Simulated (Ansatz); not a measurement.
## Correcting a cheap level on molecular compounds of Ge

The vertical ionisation energy (cation less neutral) in eV of 8 molecular compounds of Ge: x at PBE-D4/def2-TZVPP, y at CCSD(T)/def2-TZVPP. Shapes, held fixed at every level: PBE0-D4/def2-TZVP. Flexible molecules stand in one conformer, not always the lowest. Programs: Ansatz 0.2.0.

| molecule | x (eV) | y (eV) |
| --- | --- | --- |
| Ge(NH2)4 | 8.27 | 9.39 |
| Ge(SeH)4 | 8.31 | ? |
| GeH2(SeH)Cl | 9.28 | 9.50 |
| C2H6F2GeS (SMILES C[S][Ge]([CH3])([F])[F]) | 9.38 | 9.63 |
| GeH2IF (SMILES [F][GeH2][I]) | 9.98 | 10.18 |
| C2H6F2GeO2 (SMILES C[O][Ge]([F])([F])[O]C) | 10.25 | 11.39 |
| C2H4Ge (SMILES C#[C][GeH3]) | 10.29 | 10.76 |
| C3H4F2GeO (SMILES C#[C][Ge]([F])([F])[O]C) | 10.36 | 11.36 |

Task: Fit y = c + s·x to the known rows and predict y for Ge(SeH)4.

Result: 
1. Means of the 7 rows: x = 9.6871, y = 10.316.
2. Σ(Δx)² = 3.4871, Σ(Δx·Δy) = 3.39, so the slope is 3.39/3.4871 = 0.97215.
3. Intercept: 10.316 − (0.97215) × 9.6871 = 0.899. The largest residual of the fit is 0.53.
4. Ge(SeH)4: 0.899 + 0.97215 × 8.31 = 8.98 eV.

CCSD(T)/def2-TZVPP gives 9.17 eV, so the prediction is off by -0.19 eV, within the largest residual. Uncorrected, PBE-D4/def2-TZVPP misses Ge(SeH)4 by -0.86 eV, and the other rows by 0.63 on average. The line removes about 75 % of this miss, partly by chance. Left out in turn, the other rows are missed by 0.64 eV on average, no better than no correction. Cations run unrestricted. For atoms past krypton def2 sets carry core potentials with scalar relativity. Relativity is left out for Ge, Se. Outer-core shells of Ge, I, Se are correlated, in sets that cover them unevenly.

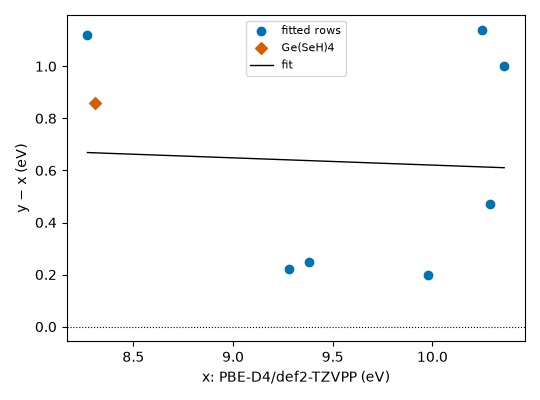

The correction y − x against x, with the fitted line and the withheld molecule.
